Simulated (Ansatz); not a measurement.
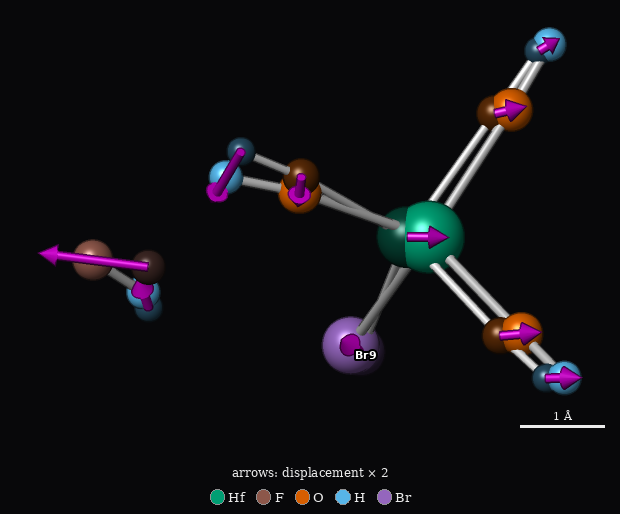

This is a relaxation of HfH₄O₃BrF. The starting structure is drawn faded, the final one solid; purple arrows show the displacements, magnified 2 times. The two geometries are superimposed by the best rigid fit.

The picture is a ball-and-stick view, seen at a tilt.

The run prepares an end point of a later path (reaction) calculation, from a guessed geometry.

All numbers below come from Ansatz, RHF/def2-SVP. Set-up: no spin polarisation; force threshold 0.03 eV/Å; at most 50 steps.

> What happened in the run?

Over 16 geometry steps the energy falls by 0.173 eV. The largest force component goes from 0.38 to 0.016 eV/Å. The forces were under the threshold at step 6, but the run went on from there. The atom that moves furthest after the best rigid fit is the F atom (0.67 Å). Largest moves by element: F 0.67 Å, H 0.59 Å, O 0.29 Å, Br 0.26 Å, Hf 0.26 Å. Near-neighbour distances that change, for instance: F–Hf 3.184 → 4.090 Å, Br–Hf 2.686 → 2.604 Å, Hf–O 1.917 → 1.923 Å, F–H 0.910 → 0.905 Å. Bond angles that change, for instance: O–Hf–Br 126.6° → 105.0°, Hf–O–H 170.8° → 163.6°, O–Hf–Br 103.9° → 109.7°.

Limits of the set-up: the start holds two separate molecules, 2.7 Å apart at their closest, whose relative position is a soft coordinate and is computed without a dispersion correction; Hartree-Fock leaves out electron correlation.
